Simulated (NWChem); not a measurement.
# One shape, several levels: GaCl2O (SMILES [O][Ga]([Cl])[Cl])

We compute a comparison of 3 runs (UHF/def2-SVP, UBLYP/STO-3G, UPBE0/def2-SVP) of GaCl2O. 

The calculation is run with NWChem 7.3.0.

**1. The molecule**

GaCl2O has 4 atoms, charge 0, and is taken as a doublet. As SMILES, `[O][Ga]([Cl])[Cl]`. The shape is that of a PBE0-D4/def2-TZVP optimisation.

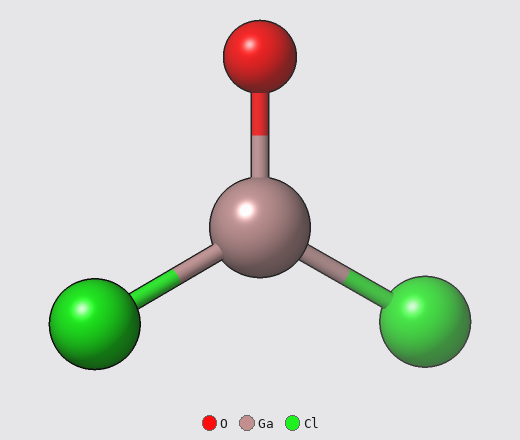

Viewed from a chosen angle; oxygen red, gallium pink, chlorine green.

**2. Energy and forces at UHF/def2-SVP (run 1)**

The input, test.xyz:

```xyz
4

O      0.746300     1.055700     1.312100
Ga     0.035800     0.016900     0.034200
Cl     0.760400    -1.952900    -0.180900
Cl    -1.486800     0.819800    -1.185700
```

The input, run.py:

```python
from ase.io import read
from ase.calculators.nwchem import NWChem

molecule = read('test.xyz')

calc = NWChem(
    label='test',
    theory='scf',
    memory='2200 mb',
    basis='def2-SVP',
    basispar='spherical bse',
    scf={'nopen': '1', 'uhf': None, 'thresh': '1e-08', 'maxiter': '80'},
)
molecule.calc = calc

forces = molecule.get_forces()
e = molecule.get_potential_energy()
print(f"E = {e:.6f} eV")
print("forces (eV/A):")
for s, f in zip(molecule.symbols, forces):
    print(f"{s:2s} {f[0]:10.5f} {f[1]:10.5f} {f[2]:10.5f}")
```

Command:

```sh
export ASE_NWCHEM_COMMAND="nwchem PREFIX.nwi > PREFIX.nwo"
python run.py
```

Output:

```text
E = -79364.918442 eV
forces (eV/A):
O    -0.00823   -0.01193   -0.01491
Ga    0.11534    0.16671    0.20682
Cl    0.10053   -0.26719   -0.02695
Cl   -0.20759    0.11241   -0.16501
```

The calculator wrote test.nwi:

```
title "test"

permanent_dir test

scratch_dir test

start test

geometry units angstrom nocenter noautosym noautoz
  O  7.4629999999999996e-01 1.0557000000000001e+00 1.3121000000000000e+00
  Ga 3.5799999999999998e-02 1.6899999999999998e-02 3.4200000000000001e-02
  Cl 7.6039999999999996e-01 -1.9529000000000001e+00 -1.8090000000000001e-01
  Cl -1.4867999999999999e+00 8.1979999999999997e-01 -1.1857000000000000e+00
end

memory 2200 mb

basis spherical bse noprint
   * library def2-SVP
end

scf
  nopen 1
  uhf
  thresh 1e-08
  maxiter 80
end

task scf gradient
```

test.nwo:

```text
Northwest Computational Chemistry Package (NWChem) 7.3.0
             --------------------------------------------------------

           Job information
           ---------------

    nwchem branch   = 7.3.0
    use scalapack   = T
    input           = test.nwi
    prefix          = test.
    data base       = test/test.db
    status          = startup
    nproc           =        1

           Memory information
           ------------------

    heap     =     72089596 doubles =      550.0 Mbytes
    stack    =     72089601 doubles =      550.0 Mbytes
    global   =    144179200 doubles =     1100.0 Mbytes (distinct from heap & stack)
    total    =    288358397 doubles =     2200.0 Mbytes
    verify   = yes
    hardfail = no

[... 36 lines left out ...]
            Nuclear Dipole moment (a.u.)
[... 74 lines left out ...]
 1-e energy   =   -4899.435806
[... 7 lines left out ...]
         Quadratically convergent UHF
[... 15 lines left out ...]
       Final UHF  results
[... 3 lines left out ...]
      One electron energy =  -4898.120784927625
[... 1 line left out ...]
 Nuclear repulsion energy =    421.632984140921
[... 59 lines left out ...]
          Final beta eigenvalues
[... 286 lines left out ...]
                     UHF Final Beta Molecular Orbital Analysis
[... 293 lines left out ...]
  wavefunction    =   UHF

                         UHF ENERGY GRADIENTS

    atom               coordinates                        gradient
                 x          y          z           x          y          z
   1 O       1.410303   1.994984   2.479509    0.000160   0.000232   0.000290
   2 Ga      0.067652   0.031936   0.064629   -0.002243  -0.003242  -0.004022
   3 Cl      1.436948  -3.690446  -0.341851   -0.001955   0.005196   0.000524
   4 Cl     -2.809645   1.549197  -2.240648    0.004037  -0.002186   0.003209

                 ----------------------------------------
                 |  Time  |  1-e(secs)   |  2-e(secs)   |
                 ----------------------------------------
                 |  CPU   |       0.01   |       3.94   |
                 ----------------------------------------
                 |  WALL  |       0.01   |       3.94   |
                 ----------------------------------------

 Task  times  cpu:       24.6s     wall:       24.6s
 Total times  cpu:       24.6s     wall:       24.6s
```

Wall time 26 s (1 thread of Intel Xeon at 2.60GHz (Ice Lake), shared host); peak memory 0.1 GiB.

**3. Energy and forces at UBLYP/STO-3G (run 2)**

The input, nw.nw:

```
start nw
title "Cl2GaO"
memory stack 880 mb heap 220 mb global 1100 mb
geometry noautosym nocenter noautoz
   O        0.746300       1.055700       1.312100
   Ga       0.035800       0.016900       0.034200
   Cl       0.760400      -1.952900      -0.180900
   Cl      -1.486800       0.819800      -1.185700
end
basis spherical bse
   * library STO-3G
end
dft
   xc becke88 lyp
   mult 2
   grid xfine
   convergence energy 1e-08
   iterations 100
   mulliken
   print low
end
task dft gradient
```

Command:

```sh
nwchem nw.nw > nw.out
```

Output:

```text
[...]
 d= 0,ls=0.0,diis     1  -2885.9454510086 -3.31D+03  1.02D-01  6.22D-01     1.0
[...]
 d= 0,ls=0.5,diis    55  -2886.7182574764 -8.49D-09  4.26D-08  2.83D-08    41.8
[...]
         Total DFT energy =    -2886.718257483326
      One electron energy =    -4858.228225479947
           Coulomb energy =     1689.777863934220
    Exchange-Corr. energy =     -139.900880078520
 Nuclear repulsion energy =      421.632984140922
[...]
      Total Density - Mulliken Population Analysis
     ---------------------------------------------
    Atom       Charge   Shell Charges
 -----------   ------   -------------------------------------------------------
    1 O    8     8.12   2.00  1.97  4.16
    2 Ga  31    30.46   2.00  2.00  6.00  2.00  5.95  1.22  2.05  9.25
    3 Cl  17    17.21   2.00  2.00  5.98  2.00  5.22
    4 Cl  17    17.21   2.00  2.00  5.98  2.00  5.22
[...]
      <S2> =      0.7616 (Exact =     0.7500)
                         DFT ENERGY GRADIENTS
    atom               coordinates                        gradient
                 x          y          z           x          y          z
   1 O       1.410303   1.994984   2.479509    0.039342   0.057522   0.070764
   2 Ga      0.067652   0.031936   0.064629   -0.041343  -0.060428  -0.074356
   3 Cl      1.436948  -3.690446  -0.341851    0.006514  -0.005354   0.004259
   4 Cl     -2.809645   1.549197  -2.240648   -0.004513   0.008260  -0.000667
 Task  times  cpu:       44.3s     wall:       44.3s
 Total times  cpu:       44.3s     wall:       44.3s
```

Run time: 45 s. Hardware: 1 thread of Intel Xeon at 2.60GHz (Ice Lake), shared host; peak memory 0.12 GiB.

**4. Energy and gradient at UPBE0/def2-SVP (run 3)**

The input, mol.nw:

```
start mol
memory stack 880 mb heap 220 mb global 1100 mb
geometry units angstroms noautosym nocenter noautoz
 O        0.746300       1.055700       1.312100
 Ga       0.035800       0.016900       0.034200
 Cl       0.760400      -1.952900      -0.180900
 Cl      -1.486800       0.819800      -1.185700
end
basis spherical bse
 * library def2-SVP
end
dft
 xc pbe0
 mult 2
 grid xfine
 convergence energy 1e-08
 maxiter 100
 mulliken
 print medium
end
task dft gradient
```

Command:

```sh
nwchem mol.nw > mol.out
```

Output:

```text
[...]
          Wavefunction type:  spin polarized.
          No. of atoms     :     4
          No. of electrons :    73
[...]
          Charge           :     0
          Spin multiplicity:     2
[...]
          AO basis - number of functions:    82
[...]
              XC Information
              --------------
                         PBE0 Method XC Functional
                     Hartree-Fock (Exact) Exchange  0.250
          PerdewBurkeErnzerhof Exchange Functional  0.750
            Perdew 1991 LDA Correlation Functional  1.000 local
           PerdewBurkeErnz. Correlation Functional  1.000 non-local
[...]
 d= 0,ls=0.0,diis     1  -2919.2108859875 -3.34D+03  9.01D-03  1.27D-01     2.8
[...]
 d= 0,ls=0.0,diis    12  -2919.3017830240 -3.55D-09  2.33D-07  1.88D-10    27.8
[...]
         Total DFT energy =    -2919.301783024032
      One electron energy =    -4897.674052570330
           Coulomb energy =     1696.310374179359
    Exchange-Corr. energy =     -139.571088773983
 Nuclear repulsion energy =      421.632984140922
[...]
      Total Density - Mulliken Population Analysis
     ---------------------------------------------
    Atom       Charge   Shell Charges
 -----------   ------   -------------------------------------------------------
    1 O    8     8.29   1.99  1.15  0.78  2.65  1.71  0.00
    2 Ga  31    30.31   2.00  2.00  1.99  0.93 -0.04  6.00  5.98  0.89  0.29  8.06  1.84  0.37
    3 Cl  17    17.20   2.00  1.99  1.26  0.69  5.93  2.13  3.19  0.02
    4 Cl  17    17.20   2.00  1.99  1.26  0.69  5.93  2.13  3.19  0.02
[...]
      <S2> =      0.7540 (Exact =     0.7500)
[...]
  wavefunction    = open shell
                         DFT ENERGY GRADIENTS
    atom               coordinates                        gradient
                 x          y          z           x          y          z
   1 O       1.410303   1.994984   2.479509   -0.000567  -0.000830  -0.001018
   2 Ga      0.067652   0.031936   0.064629   -0.000791  -0.001123  -0.001413
   3 Cl      1.436948  -3.690446  -0.341851   -0.001230   0.003328   0.000359
   4 Cl     -2.809645   1.549197  -2.240648    0.002589  -0.001374   0.002072
[...]
```

It took 34 s on 1 thread of Intel Xeon at 2.60GHz (Ice Lake), shared host; peak memory 0.13 GiB.

**5. Overview of the runs**

```tsv
run	level	iteration cap	module	energy (Eh)	dipole moment (D)	HOMO energy (eV)	LUMO energy (eV)	wall time
1	UHF/def2-SVP	80	scf	-2916.606981	0.66	-12.95	1.65	26 s
2	UBLYP/STO-3G	100	dft	-2886.718257	–	–	–	45 s
3	UPBE0/def2-SVP	100	dft	-2919.301783	0.54	-9.28	-4.62	34 s
```

**6. Summary of results**

| quantity | value |
| --- | --- |
| run 3: total energy | -2919.30178 Eh |
| run 3: dipole moment | 0.54 D |
| run 3: HOMO energy (highest over α and β) | -9.28 eV |
| run 3: LUMO energy (lowest over α and β) | -4.62 eV |
| run 3: ⟨S²⟩ | 0.754 |
| run 3: largest force on an atom | 0.185 eV/Å |

Totals of different functionals can't be ranked against each other. In run 2 the basis is minimal, so the values are rough. All runs together took 1.8 min, the longest 45 s.
